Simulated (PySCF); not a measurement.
**Run report: C4H12BClSi2, NMR shielding calculation**

C4H12BClSi2, computed with GIAO PBE0/pcSseg-1 NMR shielding, non-relativistic, gas phase (PySCF 2.14.0).

The geometry comes from this level: GFN2-xTB. It belongs to a series of runs on one base structure; here: BH inserted into a Si-C bond. Figures and captions count atoms from 1; the log counts them from 0 in places.

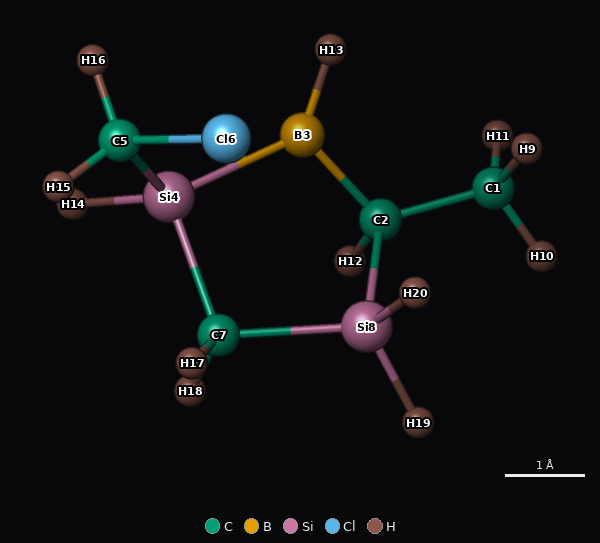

*The structure (ball-and-stick view, seen at a tilt; atoms are numbered from 1 in the order of the input).*

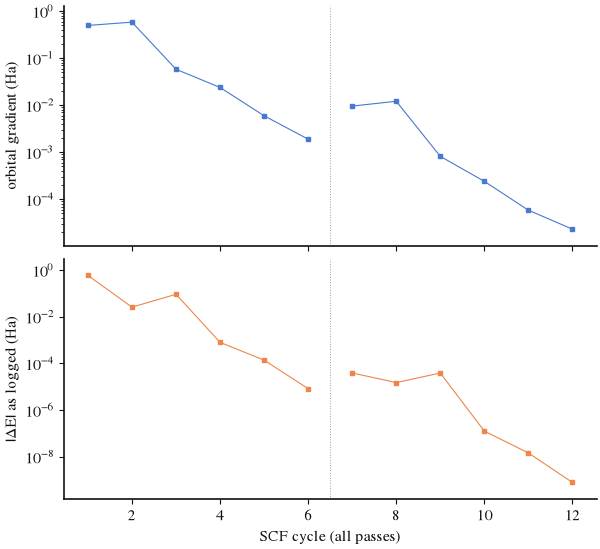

*Convergence of the self-consistent field: orbital gradient and size of the energy change against the SCF cycle. The dotted line marks the change from a coarse to the final integration grid.*

The first 6 cycles use a coarse grid, the final grid takes over at cycle 7, and the field converges after 12 cycles in all.

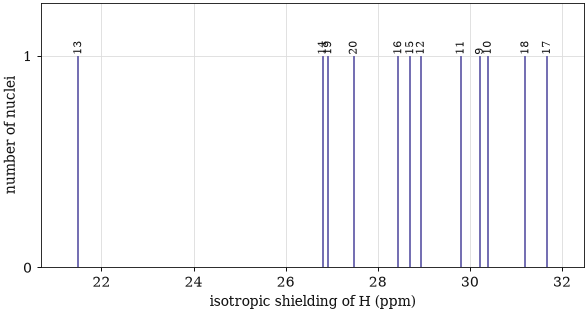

*Isotropic shieldings of the hydrogen nuclei in this fixed geometry, labelled by atom number; shielding grows to the right, so chemical shift grows to the left.*

The least shielded is H13 (21.5 ppm), the most shielded H17 (31.7 ppm).

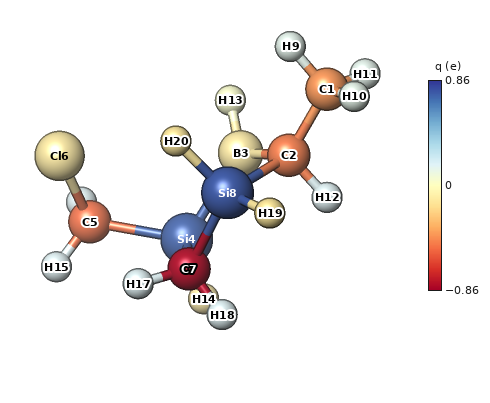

*IAO charges, as the colour of each atom (ball-and-stick view, seen at a tilt; atoms are numbered from 1 in the order of the input).*

By element: C −0.82 to −0.41, B −0.11, Si +0.75 to +0.77, Cl −0.11 and H −0.12 to +0.17 e.

The input and output of the run follow.

**The input**
```
{"job": {"kind": "nmr", "xc": "PBE0", "basis": "pcSseg-1"}, "charge": 0, "multiplicity": 1}
C     -2.753567     0.742234    -0.498160
C     -1.525357     0.027895     0.057321
B     -0.465150     0.851877     0.832066
Si     1.139207    -0.214231     1.213073
C      2.768389     0.739876     0.819832
Cl     2.595129     1.507309    -0.782698
C      0.957396    -1.510136    -0.203426
Si    -0.456102    -0.865010    -1.298736
H     -2.454634     1.584760    -1.117333
H     -3.358722     0.073577    -1.109580
H     -3.380951     1.121738     0.308018
H     -1.864133    -0.828112     0.653471
H     -0.561414     2.017458     0.921703
H      1.454373    -0.907738     2.483382
H      3.648456     0.104542     0.764049
H      2.965563     1.541563     1.526013
H      1.874211    -1.655489    -0.768593
H      0.696303    -2.482808     0.208845
H     -1.267096    -1.919633    -1.923974
H     -0.017049     0.081007    -2.327212
```

The first line tells a small driver script what to run in PySCF; the rest is the geometry in Å.

Run as:
```bash
OMP_NUM_THREADS=1 python <driver script> task.json out
```

**Log**
```
coarse grid: 17744 points
cycle   1  E = -1222.8746129154  dE =  5.868e-01  |g| = 4.959e-01  |ddm| = 4.013e+00
cycle   2  E = -1222.8488773819  dE =  2.574e-02  |g| = 5.822e-01  |ddm| = 1.052e+00
cycle   3  E = -1222.9401801028  dE = -9.130e-02  |g| = 5.797e-02  |ddm| = 6.438e-01
cycle   4  E = -1222.9409756875  dE = -7.956e-04  |g| = 2.380e-02  |ddm| = 9.409e-02
cycle   5  E = -1222.9411130513  dE = -1.374e-04  |g| = 5.948e-03  |ddm| = 2.898e-02
cycle   6  E = -1222.9411212959  dE = -8.245e-06  |g| = 1.890e-03  |ddm| = 7.830e-03
final grid: 156104 points
cycle   7  E = -1222.9850214181  dE = -3.877e-05  |g| = 9.557e-03  |ddm| = 2.940e-02
cycle   8  E = -1222.9850064005  dE =  1.502e-05  |g| = 1.211e-02  |ddm| = 2.011e-02
cycle   9  E = -1222.9850448993  dE = -3.850e-05  |g| = 8.161e-04  |ddm| = 1.171e-02
cycle  10  E = -1222.9850450245  dE = -1.252e-07  |g| = 2.405e-04  |ddm| = 1.040e-03
cycle  11  E = -1222.9850450390  dE = -1.451e-08  |g| = 5.849e-05  |ddm| = 2.914e-04
cycle  12  E = -1222.9850450398  dE = -7.867e-10  |g| = 2.311e-05  |ddm| = 7.448e-05
converged SCF energy = -1222.9850450398

GIAO shielding tensors (ppm)
atom      isotropic    diamagn.    paramagn.     s11        s22        s33       span
  0 C      169.544     242.018     -72.474    155.588    165.163    187.880     32.293
  1 C      133.620     259.120    -125.501     73.091    147.047    180.721    107.630
  2 B       -9.824     195.770    -205.594   -107.122    -48.553    126.205    233.327
  3 Si     394.970     880.675    -485.705    327.519    405.463    451.928    124.409
  4 C      151.412     253.455    -102.043    129.847    140.760    183.629     53.781
  5 Cl     926.271    1148.191    -221.920    822.317    869.848   1086.647    264.330
  6 C      194.956     258.303     -63.347    181.134    197.436    206.298     25.165
  7 Si     380.956     881.186    -500.230    338.644    359.366    444.858    106.214
  8 H       30.219      28.571       1.648     26.442     28.682     35.532      9.089
  9 H       30.390      27.868       2.522     24.871     29.342     36.958     12.087
 10 H       29.799      27.482       2.317     25.444     27.074     36.881     11.437
 11 H       28.935      33.825      -4.891     23.446     30.463     32.896      9.450
 12 H       21.498      31.024      -9.526     10.287     25.947     28.261     17.974
 13 H       26.806      29.563      -2.757     22.649     25.557     32.212      9.562
 14 H       28.705      30.040      -1.335     23.699     26.822     35.593     11.894
 15 H       28.446      29.968      -1.522     22.782     27.232     35.323     12.541
 16 H       31.674      31.584       0.089     26.560     29.103     39.358     12.797
 17 H       31.205      31.754      -0.549     26.159     28.438     39.019     12.860
 18 H       26.925      30.138      -3.212     23.355     25.136     32.285      8.930
 19 H       27.478      30.023      -2.545     24.467     26.659     31.308      6.841
```

**Summary**

| quantity | value |
| --- | --- |
| outcome | converged |
| total energy | −1222.985045 hartree |
| HOMO | −7.72 eV |
| LUMO | −2.03 eV |
| dipole moment | 2.02 D |
| isotropic shielding, C | 133.6 to 195.0 ppm |
| isotropic shielding, B | −9.8 ppm |
| isotropic shielding, Si | 381.0 to 395.0 ppm |
| isotropic shielding, Cl | 926.3 ppm |
| isotropic shielding, H | 21.5 to 31.7 ppm |
| hardware | 1 CPU thread, shared host |
| wall time | 79 s |
| peak memory | 1.1 GiB |
